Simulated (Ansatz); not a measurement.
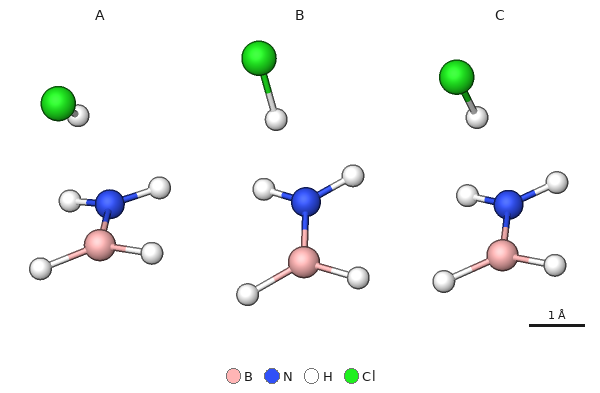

3 geometries from one relaxation of BNH₅Cl, in shuffled order. A ball-and-stick model, seen from a free direction.

The run prepares an end point of a later path (reaction) calculation, from a guessed geometry.

These are results of Ansatz, RKS PBE0/def2-mTZVP, not measurements. Settings: no spin polarisation; force threshold 0.03 eV/Å; at most 50 steps.

Put them in the order of the run, from the start to the converged end.

Answer. A, C, B. They are steps 0, 3, 9, at +5.57 kcal/mol, +1.18 kcal/mol relative to the last. The Cl atom moves most after the best rigid fit: 0.98 Å. By element the largest moves are Cl 0.98 Å, H 0.54 Å, B 0.34 Å, N 0.28 Å. Among the contacts that change: B–N 1.471 → 1.397 Å, Cl–H 1.338 → 1.310 Å. After 9 geometry steps the energy has fallen by 5.57 kcal/mol. Largest force component: 2.4 eV/Å at the start, 0.025 eV/Å at the end. Cost: 28 s on 1 thread of Arm Neoverse V1, on a shared host, peak memory 0.14 GiB.

Limits of the set-up: the start holds two separate molecules, 2.3 Å apart at their closest, whose relative position is a soft coordinate and is computed without a dispersion correction.
